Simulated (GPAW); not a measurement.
## WS2 (P6_3/mmc): refractive index against wavelength

The refractive index of WS2 (P6_3/mmc) along x below the direct gap (1.72 eV on the mesh) is read from one computed spectrum, n = √(Re ε). x, y and z are the Cartesian axes of the input cell.

Cell: a, b, c = 3.180, 3.180, 12.500 Å (primitive vectors), 6 atoms.

Method: GPAW 26.7.0, LDA, RPA, k-mesh 12×12×3, local fields up to 50 eV, Lorentzian half width 0.15 eV.

Launch of the response step: `OMP_NUM_THREADS=1 python df.py`. The run took 15.5 min, its band step included, on 1 thread of Arm Neoverse V1, on a shared host.

```tsv
wavelength (nm)	photon energy E (eV)	n
3000	0.413	3.5858
2000	0.620	3.6155
1550	0.800	3.6533
1310	0.946	?
1064	1.165	3.7759
```

In the single-oscillator model n² − 1 = E₀E_d/(E₀² − E²), so 1/(n² − 1) = E₀/E_d − E²/(E₀E_d) is linear in E².

Working, on the rows shown:

| x = E² (eV²) | y = 1/(n² − 1) |
| --- | --- |
| 0.170801 | 0.0843315 |
| 0.384302 | 0.0828374 |
| 0.639837 | 0.080994 |
| 1.35784 | 0.0754295 |

Means: x̄ = 0.6382, ȳ = 0.080898. Σ(x − x̄)(y − ȳ) = -0.006032, Σ(x − x̄)² = 0.8008. Slope = -0.006032 / 0.8008 = -0.007533; intercept = ȳ − slope · x̄ = 0.085706. Turned back into n, the line misses the rows shown by at most 0.0023.

Problem. Fill in the last column of the withheld row.

Solution. At x = 0.89576 the line gives y = 0.078958, that is 3.6966. The run gave 3.6939, so the interpolation is off by 0.0027, 1.4 % of the range in the table.

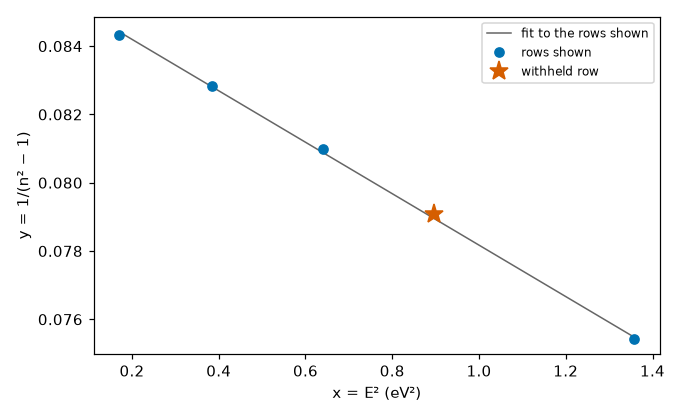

Refitted with all rows, the slope is -0.007503 and the intercept 0.08571. These give E₀ = √(intercept/−slope) = 3.38 eV and E_d = E₀/intercept = 39.4 eV; E₀ is 2.0 times the direct gap. The electronic limit at long wavelengths, without lattice vibrations, is n = √(1 + 1/intercept) = 3.559. The cell comes from an older database entry, whose edges can be off by a per cent or so. Excitons are left out; LDA gaps are as a rule too small. The values come from a sum over the points of one k-mesh and carry its error, which grows as the direct gap shrinks. This version of GPAW has incomplete matrix elements in the optical limit, which can lower ε − 1 by up to a tenth where first-row anions or d states rule. Spin-orbit coupling is left out.

[Logs are printed without paths, hosts, clocks, repeated set-up lines and the standing remarks that a program may print on its own settings, such as how far it seeks lower states.]
